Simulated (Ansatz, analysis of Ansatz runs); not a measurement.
# How often does Mg try the jump in MgB2C2 (Pnnm)?, part 2 of 2

Aim: the prefactor of a hop in MgB2C2 (Pnnm) (Mg_i hop between voids (2.3 Å), charge 0) from the modes of the moving atom at the start and at the top of a path found beforehand. Model: a cell of 60 host atoms with 1 Mg put in.

Ansatz 0.2.0; plane-wave PAW DFT, PBEsol; finite-difference force constants of the moving atom alone.

So far. Step 2 (Vibrations of the moving atom at the start point): The three modes are 236, 266 and 468 cm⁻¹: all real, a minimum for this atom with the others held.

## (3) Vibrations of the moving atom at the top of the path

The same at the top, where the mode along the path should be imaginary.

Input file q0.top.modes/input.yaml:

```yaml
crystal:
  lattice:
    - [4.61704896, 7.1710112, 0.0]
    - [-4.61704896, 7.1710112, 0.0]
    - [0.0, 0.0, 8.29768847]
  atoms:
    - { symbol: Mg, position: [0.00722101, 0.48794491, 0.16298635] }
    - { symbol: Mg, position: [0.49101982, 0.01417635, 0.16283135] }
[... 2 atom lines left out ...]
    - { symbol: B, position: [0.31386593, 0.42398253, 0.16819486] }
[... 8 atom lines left out ...]
    - { symbol: C, position: [0.50821556, 0.73030085, 0.16689658] }
[... 1 atom line left out ...]
    - { symbol: C, position: [0.99205656, 0.77260259, 0.16759827] }
[... 6 atom lines left out ...]
    - { symbol: Mg, position: [-0.05423173, 0.04141647, 0.33418358] }
    - { symbol: Mg, position: [0.55928406, 0.45427576, 0.33293014] }
[... 4 atom lines left out ...]
    - { symbol: B, position: [0.44788447, 0.82515973, 0.33320588] }
[... 1 atom line left out ...]
    - { symbol: B, position: [0.05119735, 0.67692641, 0.33396353] }
[... 2 atom lines left out ...]
    - { symbol: C, position: [0.50720913, 0.72912209, 0.49943278] }
[... 1 atom line left out ...]
    - { symbol: C, position: [0.99103876, 0.77140711, 0.50044517] }
    - { symbol: C, position: [0.2230494, 0.5027013, 0.33369589] }
[... 1 atom line left out ...]
    - { symbol: C, position: [0.27458016, 0.99778431, 0.33352531] }
[... 21 atom lines left out ...]
    - { symbol: Mg, position: [0.25237547, 0.74745633, 0.33371413] }
  symmetry: { detect: false }
basis:
  ecutwfc: 420
  xc_grid: 2
hamiltonian:
  xc: pbesol
kpoints:
  mp_grid: { grid: [1, 1, 1], shift: [0.25, 0.25, 0.25] }
scf:
  occupations: { method: fixed }
  max_iter: 100
phonons:
  supercell: [1, 1, 1]
  displaced_sites: [60]
  amplitude: 0.02
```

Started as:

```
$ ansatz run input.yaml --threads 4 --pin off --max-ram 7536MiB --backend cpu --events-out ev --progress --plain --runs-dir out
```

Numbers of over 12 decimals in the logs are rounded to 6 here.

Log:

```text
[...]
Crystal: 61 atoms, lattice volume = 549.455 Å³
Basis set: ecut = 420 eV, 10723 PW (Γ), exchange–correlation on 120×120×120 points (8 copies of the dense FFT grid, shifted against one another)
Bands: 210, of which v1, the nominal top of the filled ones, is band 149 counted from 1 (148 counted from 0)
Symmetry: 1 space group operations
k-points: 1
[...]
SCF iter   1: F=—  HF=-34447.028526 eV  |F-HF|=—  |Δ(HF+E_count)|=         —  Δρ=7.00e-3  dr2=3.75e-1  ethr=1.77e-3  ⟨swp⟩=5.0  Hψ=710  notcnv=0  defer=56
[...]
SCF iter  10: F=-34446.939321 eV  HF=-34446.939321 eV  |F-HF|=3.06e-10  |Δ(HF+E_count)|=  2.04e-10  Δρ=2.72e-7  dr2=6.09e-10  ethr=1.00e-12  ⟨swp⟩=14.0  Hψ=1516  notcnv=0
SCF 1 converged in 10 iterations: F = -34446.939321 eV  dr2 = 6.09e-10
[...]
SCF iter   8: F=-34446.937502 eV  HF=-34446.937502 eV  |F-HF|=2.18e-11  |Δ(HF+E_count)|=  6.55e-11  Δρ=5.71e-8  dr2=2.63e-11  ethr=1.00e-12  ⟨swp⟩=4.0  Hψ=524  notcnv=0
SCF 2 converged in 8 iterations: F = -34446.937502 eV  dr2 = 2.63e-11
[...]
SCF iter   6: F=-34446.938190 eV  HF=-34446.938190 eV  |F-HF|=0.00e0  |Δ(HF+E_count)|=  7.28e-12  Δρ=2.95e-8  dr2=6.09e-12  ethr=1.00e-12  ⟨swp⟩=4.0  Hψ=520  notcnv=0
SCF 3 converged in 6 iterations: F = -34446.938190 eV  dr2 = 6.09e-12
[...]
SCF iter   8: F=-34446.934454 eV  HF=-34446.934454 eV  |F-HF|=1.46e-11  |Δ(HF+E_count)|=  1.24e-10  Δρ=8.99e-8  dr2=5.50e-11  ethr=1.00e-12  ⟨swp⟩=4.0  Hψ=636  notcnv=0
SCF 4 converged in 8 iterations: F = -34446.934454 eV  dr2 = 5.50e-11
[...]
SCF iter   6: F=-34446.934427 eV  HF=-34446.934427 eV  |F-HF|=0.00e0  |Δ(HF+E_count)|=  4.37e-11  Δρ=4.51e-8  dr2=1.45e-11  ethr=1.00e-12  ⟨swp⟩=4.0  Hψ=570  notcnv=0
SCF 5 converged in 6 iterations: F = -34446.934427 eV  dr2 = 1.45e-11
[...]
SCF iter   8: F=-34446.939735 eV  HF=-34446.939735 eV  |F-HF|=5.82e-11  |Δ(HF+E_count)|=  3.64e-11  Δρ=1.02e-7  dr2=9.05e-11  ethr=1.00e-12  ⟨swp⟩=3.0  Hψ=614  notcnv=0
SCF 6 converged in 8 iterations: F = -34446.939735 eV  dr2 = 9.05e-11
[...]
SCF iter   6: F=-34446.939719 eV  HF=-34446.939719 eV  |F-HF|=1.46e-11  |Δ(HF+E_count)|=  5.09e-11  Δρ=5.82e-8  dr2=2.88e-11  ethr=1.00e-12  ⟨swp⟩=4.0  Hψ=575  notcnv=0
SCF 7 converged in 6 iterations: F = -34446.939719 eV  dr2 = 2.88e-11
SCF converged after 10 iterations
Free energy (F): -34446.939321 eV
[...]
Internal energy: -34446.939321 eV  (E = F + TS)
E sigma→0 (E₀):  -34446.939321 eV
Fermi energy:    9.453491 eV
[...]
--- Forces (eV/Å), atoms counted from 1 ---
  atom   1  Mg     0.00163891    -0.00116123     0.00029685
  atom   2  Mg    -0.00230554    -0.00033862     0.00127230
  [... 11 atoms left out ...]
  atom  14  C      0.00141353    -0.01413124     0.00177615
  [... 1 atom left out ...]
  atom  16  C     -0.00316451    -0.00429110     0.00883331
  [... 6 atoms left out ...]
  atom  23  Mg    -0.01496402    -0.00355238     0.00088851
  [... 5 atoms left out ...]
  atom  29  B     -0.00192311     0.00158750     0.00602173
  [... 1 atom left out ...]
  atom  31  B     -0.00092009    -0.00065574    -0.00434368
  [... 2 atoms left out ...]
  atom  34  C      0.00154489    -0.00923504    -0.00253409
  [... 1 atom left out ...]
  atom  36  C     -0.00463279     0.00203860    -0.00922134
  atom  37  C     -0.00108014     0.01009219     0.00030741
  [... 1 atom left out ...]
  atom  39  C      0.00919533     0.00262439    -0.00190786
  [... 21 atoms left out ...]
  atom  61  Mg    -0.01724052     0.00067967     0.00041071
  max |Σ_I F_I| component: 2.24e-6 eV/Å
--- Band table (eV) ---
[...]
transpose residual: 1.7e-3 eV/Å²
[...]
frequencies among the named sites at Γ of the cell (cm⁻¹): -150.72 277.74 527.73
  unstable modes among the named sites: 1
  frequencies as built, with no sum rule (cm⁻¹): -150.72 277.74 527.73
  zero-point energy: 0.049933 eV/cell   skipped modes (ω ≤ 0): 1, of them read as no rigid motion or as one in doubt: 1 (1.000e0 modes/cell left out, lowest -150.72 cm⁻¹)
[...]
```

Run time: 16 s. Hardware: 4 threads of Intel Xeon 6975P-C (Granite Rapids), shared host; peak memory 0.98 GiB; 58 s of CPU time.

Read from the output:

```
free energy                : -34446.9393 eV
frequencies of moving atom : -150.7, 277.7, 527.7 cm⁻¹ (negative: imaginary)
```

The three modes are 151i, 278 and 528 cm⁻¹: one imaginary, a saddle of first order for this atom with the others held.

## (4) Attempt frequency and hop rate

Analysis of the runs above: harmonic transition-state theory from the moving atom's modes alone (Vineyard), PBEsol.

It gives:

```
attempt frequency : 6.000 THz
```

Hop rate against temperature:

| temperature (K) | hop rate (1/s) |
| --- | --- |
| 200 | 8.3e-17 |
| 300 | 3.4e-7 |
| 400 | 0.0223 |
| 600 | 1437 |
| 800 | 3.7e5 |
| 1000 | 1.0e7 |

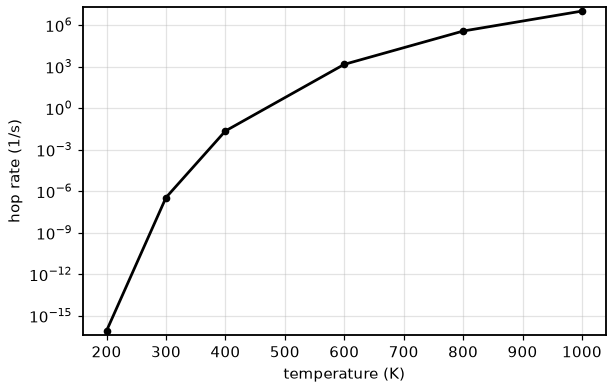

Hop rate, plotted against temperature.

## (5) Outcome

| Property | Result |
| --- | --- |
| attempt frequency (attempt frequency and hop rate) | 6.00 THz |

**Reading.** The attempt frequency, the product of the three frequencies at the start over that of the two real ones at the top (Vineyard), is 6.0 THz. With the barrier of 1.15 eV it gives 1.4e+03 hops a second at 600 K along this one path; equivalent neighbouring sites multiply that. The host's atoms were held, though they move along the path too, so the prefactor is rough. Keep in mind: one k-point off the zone centre stands for the whole zone; periodic copies of the defect are only 8.3 Å apart.

[Logs are printed without paths, hosts, clocks, repeated set-up lines and the standing remarks that a program may print on its own settings, such as how far it seeks lower states.]

[Hosts, paths, dates, database ids (printed as entryN), source tags and the programs' standing remarks are cut or masked in the printed files.]
